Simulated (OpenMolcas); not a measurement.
Run report: Ti²⁺ complex, multiconfigurational calculation

Ti²⁺ with 6 ligands (H2O and Cl; tetragonal octahedron, 2.07 Å), with no charges around it. Computed at this level: state-averaged SS-CASPT2, IPEA shift 0.25, imaginary shift 0.1 hartree, closed shells 3s 3p of the metal and the valence shells of the ligands correlated, active space 2 electrons in the shell 3d, basis ANO-RCC-VDZP on the metal and ANO-RCC-VDZP on the ligands, DKH2 scalar Hamiltonian, spin-orbit coupling by RASSI with atomic mean-field integrals (OpenMolcas).

Input:
```
&GATEWAY
Coord
15

Ti 0.0 0.0 0.0
O 2.070000 0.000000 0.000000
H 2.646978 0.779741 0.000000
H 2.646978 -0.779741 0.000000
O 0.000000 2.070000 0.000000
H 0.000000 2.646978 0.779741
H 0.000000 2.646978 -0.779741
O -2.070000 0.000000 0.000000
H -2.646978 0.779741 0.000000
H -2.646978 -0.779741 0.000000
O 0.000000 -2.070000 0.000000
H 0.000000 -2.646978 0.779741
H 0.000000 -2.646978 -0.779741
Cl 0.000000 0.000000 2.442600
Cl 0.000000 0.000000 -2.442600
Basis=Ti.ANO-RCC-VDZP,Cl.ANO-RCC-VDZP,H.ANO-RCC-VDZP,O.ANO-RCC-VDZP
Group=XYZ
NoMove
AngMom=0.0 0.0 0.0
AMFI
RICD
&SEWARD
&RASSCF
FileOrb=start.orb
Symmetry=1
Spin=3
nActEl=2 0 0
Inactive=22 25
Ras2=5 0
CIRoot=10 10 1
SDav=10
CIMx=300
Iter=150 100
PrWF=0.3
OrbListing=Nothing
MaxOrb=0
LevShft=1.0
>>> COPY $Project.JobIph JOB001
&RASSCF
FileOrb=start.orb
Symmetry=1
Spin=1
nActEl=2 0 0
Inactive=22 25
Ras2=5 0
CIRoot=15 15 1
SDav=15
CIMx=300
Iter=150 100
PrWF=0.3
OrbListing=Nothing
MaxOrb=0
LevShft=1.0
>>> COPY $Project.JobIph JOB002
&RASSI
NrOfJobIphs=2 10 15
1 2 3 4 5 6 7 8 9 10
1 2 3 4 5 6 7 8 9 10 11 12 13 14 15
IphNames
JOB001
JOB002
EJob
SpinOrbit
DIPRint=1.0
SOCoupling=1000.0
Subsets=2
Property=9
'ANGMOM' 1 'ANGMOM' 2 'ANGMOM' 3 'MLTPL  1' 1 'MLTPL  1' 2 'MLTPL  1' 3
'AMFI' 1 'AMFI' 2 'AMFI' 3
SOProperty=3
'ANGMOM' 1 'ANGMOM' 2 'ANGMOM' 3
>>> COPY JOB001 $Project.JobIph
&CASPT2
Multistate=10 1 2 3 4 5 6 7 8 9 10
NoMult
Frozen=9 10
IPEA=0.25
Imaginary=0.1
MaxIter=60
WThr=0.0 0.3 0.05
PrWF=0.5
NoMix
>>> COPY JOB002 $Project.JobIph
&CASPT2
Multistate=15 1 2 3 4 5 6 7 8 9 10 11 12 13 14 15
NoMult
Frozen=9 10
IPEA=0.25
Imaginary=0.1
MaxIter=60
WThr=0.0 0.3 0.05
PrWF=0.5
NoMix
```

The file start.orb holds starting orbitals from an earlier step. A driver script formed the levels outside the program, from RASSI's spin-orbit matrix and the CASPT2 energies (for multi-state variants, the effective Hamiltonian), averaged over the components of each term or state. The log and the time are those of the CASPT2 step.

Command:
```bash
OMP_NUM_THREADS=1 MOLCAS_MEM=2457 MOLCAS_PROJECT=a pymolcas a.inp > a.log  # once for each step of the input, in one work folder
```

Output (extracts):
```
--- CASPT2 ---
Orbital specifications:
      -----------------------

      Symmetry species                           1   2
                                                ag  au
      Frozen orbitals                            9  10
      Inactive orbitals                         13  15
      Active orbitals                            5   0
      Secondary orbitals                        54  60
      Deleted orbitals                           0   0
      Number of basis functions                 81  85
Type of calculation                        SS-CASPT2
      Fock operator                              state-specific
      IPEA shift                                 0.25
      Real shift                                 0.00
      Imaginary shift                            0.10
      The input orbitals will be transformed to quasi-canonical
Reference energy:       -2079.2972996645
      E2 (Non-variational):      -1.4678866843
      Shift correction:          -0.0015278366
      E2 (Variational):          -1.4694145209
      Total energy:           -2080.7667141853
      Residual norm:              0.0000001791
      Reference weight:           0.69779
      Contributions to the CASPT2 correlation energy
      Active & Virtual Only:         -0.0063404122
      One Inactive Excited:          -0.1055598652
      Two Inactive Excited:          -1.3559864069
Reference energy:       -2079.2877505761
      E2 (Non-variational):      -1.4653461749
      Shift correction:          -0.0015167986
      E2 (Variational):          -1.4668629735
      Total energy:           -2080.7546135496
      Residual norm:              0.0000008054
      Reference weight:           0.69853
      Contributions to the CASPT2 correlation energy
      Active & Virtual Only:         -0.0059627436
      One Inactive Excited:          -0.1046621049
      Two Inactive Excited:          -1.3547213263
::    CASPT2 Root  1     Total energy:  -2080.76671419
::    CASPT2 Root  2     Total energy:  -2080.75461355
::    CASPT2 Root  3     Total energy:  -2080.75432197
::    CASPT2 Root  4     Total energy:  -2080.70593035
::    CASPT2 Root  5     Total energy:  -2080.70087413
::    CASPT2 Root  6     Total energy:  -2080.68895566
::    CASPT2 Root  7     Total energy:  -2080.66821467
::    CASPT2 Root  8     Total energy:  -2080.66222507
::    CASPT2 Root  9     Total energy:  -2080.65333652
::    CASPT2 Root 10     Total energy:  -2080.63180674
--- CASPT2 ---
Orbital specifications:
      -----------------------

      Symmetry species                           1   2
                                                ag  au
      Frozen orbitals                            9  10
      Inactive orbitals                         13  15
      Active orbitals                            5   0
      Secondary orbitals                        54  60
      Deleted orbitals                           0   0
      Number of basis functions                 81  85
Type of calculation                        SS-CASPT2
      Fock operator                              state-specific
      IPEA shift                                 0.25
      Real shift                                 0.00
      Imaginary shift                            0.10
      The input orbitals will be transformed to quasi-canonical
Reference energy:       -2079.2467172872
      E2 (Non-variational):      -1.4797828924
      Shift correction:          -0.0015560594
      E2 (Variational):          -1.4813389518
      Total energy:           -2080.7280562390
      Residual norm:              0.0000001120
      Reference weight:           0.69530
      Contributions to the CASPT2 correlation energy
      Active & Virtual Only:         -0.0109087974
      One Inactive Excited:          -0.1083818156
      Two Inactive Excited:          -1.3604922794
Reference energy:       -2079.2458462433
      E2 (Non-variational):      -1.4799862015
      Shift correction:          -0.0015737560
      E2 (Variational):          -1.4815599575
      Total energy:           -2080.7274062008
      Residual norm:              0.0000004737
      Reference weight:           0.69501
      Contributions to the CASPT2 correlation energy
      Active & Virtual Only:         -0.0110715627
      One Inactive Excited:          -0.1085839064
      Two Inactive Excited:          -1.3603307324
::    CASPT2 Root  1     Total energy:  -2080.72805624
::    CASPT2 Root  2     Total energy:  -2080.72740620
::    CASPT2 Root  3     Total energy:  -2080.71553446
::    CASPT2 Root  4     Total energy:  -2080.71460090
::    CASPT2 Root  5     Total energy:  -2080.71511085
::    CASPT2 Root  6     Total energy:  -2080.67172631
::    CASPT2 Root  7     Total energy:  -2080.66453294
::    CASPT2 Root  8     Total energy:  -2080.65975739
::    CASPT2 Root  9     Total energy:  -2080.65182054
::    CASPT2 Root 10     Total energy:  -2080.64667165
::    CASPT2 Root 11     Total energy:  -2080.64492136
::    CASPT2 Root 12     Total energy:  -2080.63411293
::    CASPT2 Root 13     Total energy:  -2080.59503736
::    CASPT2 Root 14     Total energy:  -2080.59824805
::    CASPT2 Root 15     Total energy:  -2080.54087559
```

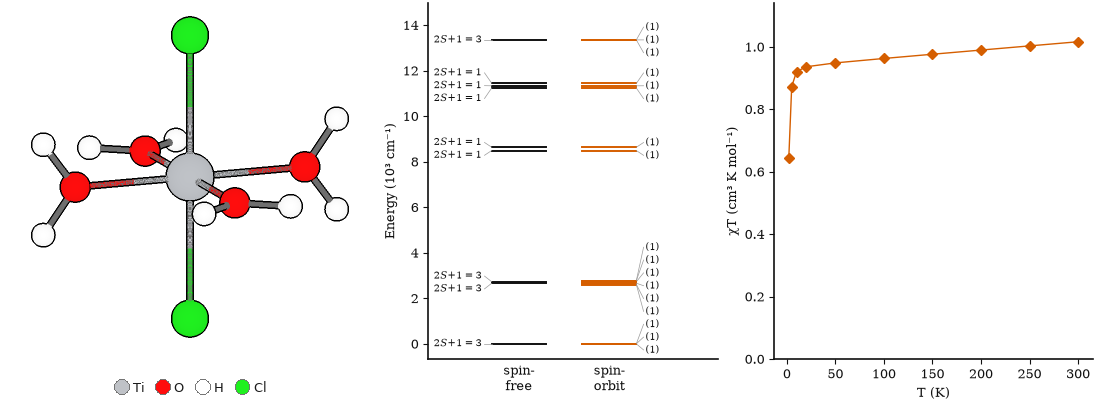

Figure 1. Ti²⁺ (3d²) with 6 ligands, H₂O with axial Cl⁻, at 2.07 Å (arrangement: tetragonal octahedron, Ci), axial distortion 1.18, and its levels and susceptibility. Labels give the representation in O, Td, D4 or D3 as the site allows (double group for half-integer spin) where it could be assigned and, in brackets, the degeneracy; spin-free states, where drawn, share the zero of the spin-orbit levels. Powder susceptibility by Van Vleck's formula. The ground level is non-degenerate, 100 % from states of spin multiplicity 3. The next level lies at 3.4 cm⁻¹. χT is 0.643 cm³ K mol⁻¹ at 2 K and 1.02 at 300 K, an effective moment of 2.85 μB.

Key numbers:

```tsv
quantity	value
outcome	converged
energy of the lowest spin-free term	−2080.76671 hartree
energy of the lowest spin-orbit level	−2080.76675 hartree
CASPT2 correlation energy	−1.4694 hartree
largest spread among components of a term	0.0 cm⁻¹
lowest reference weight	0.680
hardware	1 thread of Arm Neoverse V1, 24 GiB of memory available, shared host
wall time	2.1 min
peak memory	0.18 GiB
```

Notes:

To bear in mind: distances are set from ionic radii, not optimised.
